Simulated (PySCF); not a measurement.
**CBr$_{4}$, SMILES `BrC(Br)(Br)Br`: what the electrons do**

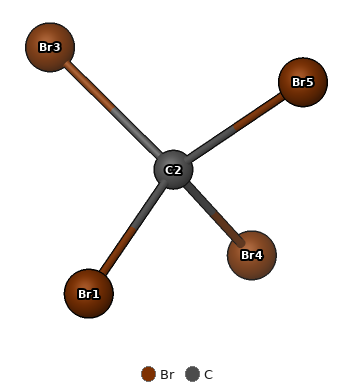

The molecule, with its atoms numbered as below. No frequency check shows the geometry to be a minimum.

Geometry (Å), atoms numbered from 1:

```
Br1     -1.1206   -1.2355    0.9917
C2       0.0002   -0.0003   -0.0000
Br3     -1.1206    1.2355   -0.9917
Br4      1.1206   -0.9919   -1.2352
Br5      1.1206    0.9919    1.2352
```

## 1. Bonding charge

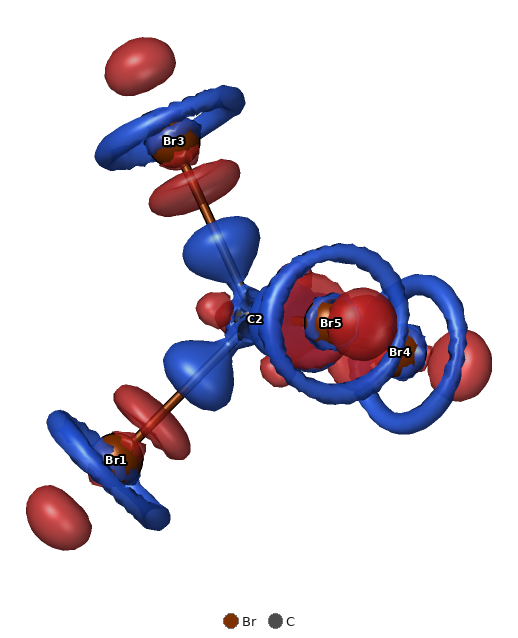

Deformation density (molecule less spherical, spin-averaged free atoms at the same positions), surfaces at ±0.1 e/Å³; blue: gain, red: loss.

PySCF calculation, PBE0/def2-TZVP, gas phase; geometry: GFN2-xTB.

Q: How much density has each bond gained at its critical point, relative to the free atoms?

A: C2–Br4, Br1–C2, C2–Br5 and C2–Br3: +0.20 e/Å³ at the bond critical point (bond length 1.94 Å, Mayer order 1.1). In all, 1.3 electrons gather in the regions of gain relative to the promolecule.

## 2. Local ionisation energy

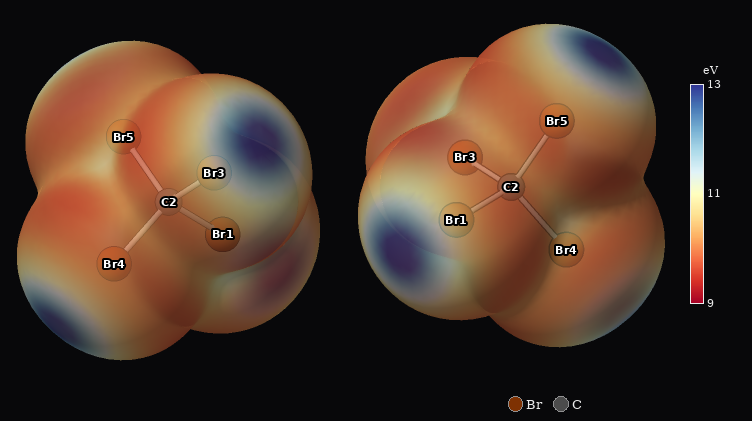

Average local ionisation energy on the surface of electron density 0.001 a.u. (back view left, front view right).

Q: Locate the minima of the map.

A: The lowest value is 9.7 eV, 2.2 Å from Br3, and at like points elsewhere. For comparison, the highest occupied orbital lies at −8.3 eV.

## 3. In an electric field

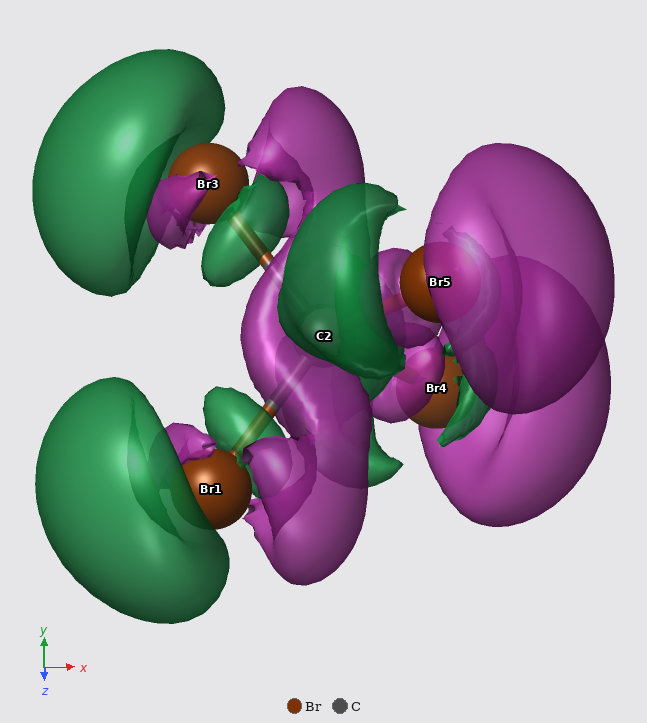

Change of the electron density in a uniform field of 0.21 V/Å, surfaces at ±0.0015 e/Å³ (green: gain, purple: loss).

PySCF calculation, PBE0/def2-TZVP, gas phase; geometry: GFN2-xTB. A basis without diffuse functions makes polarisabilities too small.

Q: Along which Cartesian direction does the field point?

A: Along +x: electrons gather on the −x side, against the field.

Q: How large is the response?

A: The induced dipole is 0.92 D (along the field); α along this axis, from the fields in both directions, is 91 bohr³ (13.4 Å³).

Q: Which atoms gain and lose the most charge?

A: Electrons gather most on Br1 and Br3 alike (Hirshfeld charge changes by −0.018 e) and leave Br4 and Br5 alike most (+0.018 e); 0.075 electrons are displaced in all.
